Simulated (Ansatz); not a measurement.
# AlBrH4N2···H2: what the fields show

Input file:

```
crystal:
  periodic: [false, false, false]
  atoms:
    - { symbol: Al, position_ang: [0.0, 0.0, 0.0] }
    - { symbol: H, position_ang: [0.0, 0.0, 1.91] }
    - { symbol: "N", position_ang: [1.6627, 0.0, -0.96] }
    - { symbol: H, position_ang: [2.1293, -0.9179, -1.2118] }
    - { symbol: H, position_ang: [2.1141, 0.9179, -1.2382] }
    - { symbol: "N", position_ang: [-1.6627, 0.0, -0.96] }
    - { symbol: H, position_ang: [-2.3316, -0.8164, -0.8614] }
    - { symbol: H, position_ang: [-1.9118, 0.8164, -1.5886] }
    - { symbol: Br, position_ang: [0.1215, 2.5689, 0.8545] }
    - { symbol: H, position_ang: [0.0455, 0.9622, 2.0002] }
basis:
  gaussian: { orbitals: def2-SVP }
hamiltonian:
  xc: pbe
  dispersion: d4
relax:
  f_tol: 0.15
  max_steps: 25
  restrain:
    - { distance: [0, 8], at: 2.41, k: 30.0 }
    - { distance: [9, 1], at: 0.66, k: 30.0 }
    - { distance: [0, 1], at: 2.76, k: 30.0 }
    - { distance: [9, 8], at: 2.75, k: 30.0 }
output:
  orbitals: {}
```

Run with:

```sh
ansatz run input.yaml --threads 4 --pin off --max-ram 5120MiB --backend cpu --events-out ev --progress --plain --runs-dir out
```

The fields are those of the run's last geometry, not of the input's.

Not at a stationary point (largest force 1.9 eV/Å).

Theory: RKS PBE-D4/def2-SVP in Ansatz.

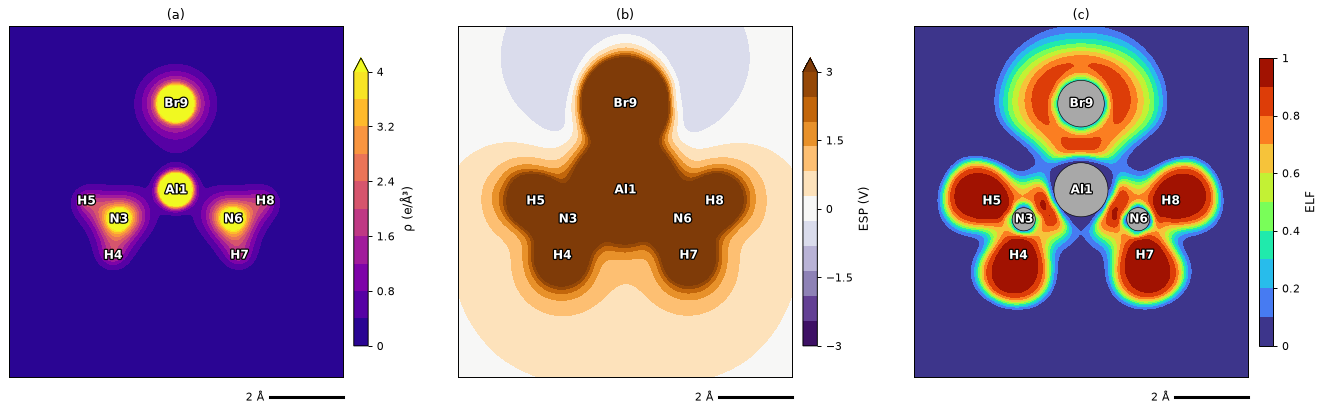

Figure 1. (a) total electron density; (b) molecular electrostatic potential; (c) ELF on the plane of atoms N3, Al1 and N6. Grey discs cover the atomic cores in the ELF map.

What does the map show?

Answer.
- The section cuts through Al, N, H and Br sites.
- Al–N (1.77 Å): ρ is about 0.83 e/Å³ halfway; the ELF peaks at about 0.90 in the valence shell of N, 0.7 Å from its nucleus, and is about 0.60 at the midpoint.
- Al–Br (2.38 Å): ρ is about 0.54 e/Å³ halfway; the ELF peaks at about 0.85 in the valence shell of Br, 1.2 Å from its nucleus, and is about 0.85 at the midpoint.
- N–H (1.02 Å): the density is about 2.7 e/Å³ at the midpoint; the ELF climbs to about 1 towards the hydrogen, as it does in any bond to H; an ordinary covalent bond to hydrogen.
- The ELF also peaks beside Br9, away from the bonds: lone-pair regions.
- Outside the dense part of the complex the potential is most negative (−0.8 V) near Br9.

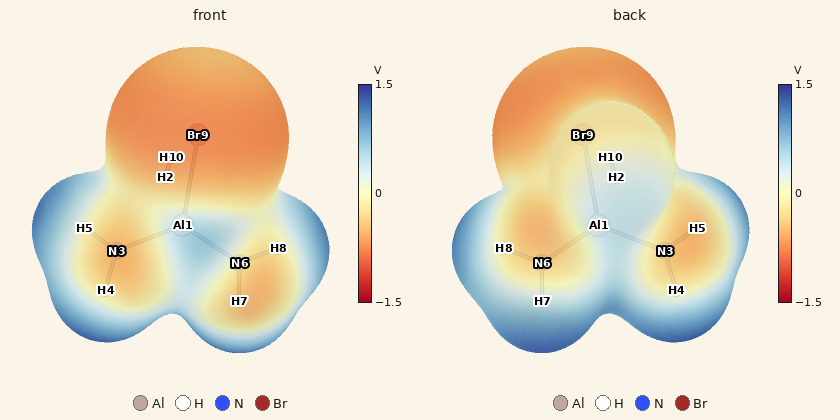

Figure 2. The electrostatic potential painted on the density surface at 0.001 e/bohr³, seen from the front and from behind; red is negative and blue positive.

Which sites attract a positive test charge, and which a negative one?

Answer. A positive charge is drawn to the negative regions and a negative charge to the positive ones. The most negative region (about −0.8 V) lies over Br9, the most positive (about +1.3 V) over H4 and H7.

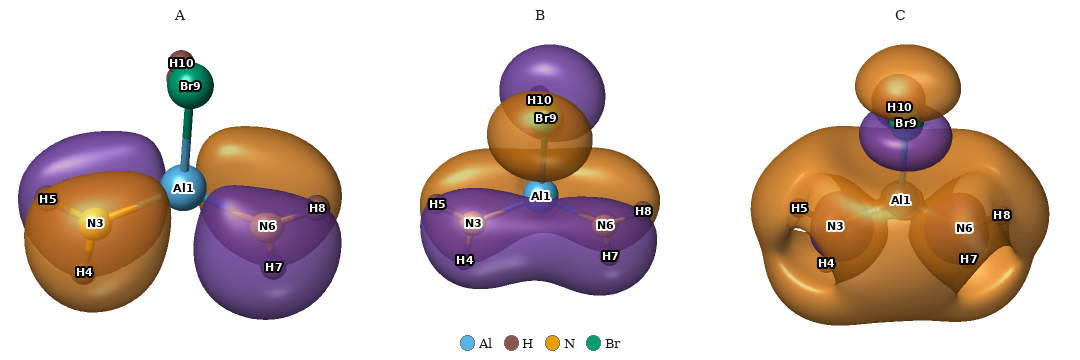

Figure 3. Three frontier orbitals at ±0.05 Å⁻³ᐟ² (orange and purple are the two phases), in no order.

Which picture is the HOMO−1, the HOMO and the LUMO?

Answer. B is the HOMO−1 (−6.07 eV). Its weight (Hirshfeld) is mainly on N3 (about 30 %), N6 (about 30 %), Br9 (about 20 %) and Al1 (about 15 %). A is the HOMO (−5.52 eV). Its weight (Hirshfeld) is mainly on N3 (about 40 %) and N6 (about 40 %); largely a combination of lone pairs on N3 and N6. C is the LUMO (−0.71 eV). It lies mainly on Al1 (about 40 %), Br9 (about 15 %), N3 (about 10 %) and N6 (about 10 %).

What is the HOMO–LUMO gap?

Answer. 4.81 eV between the orbital energies.
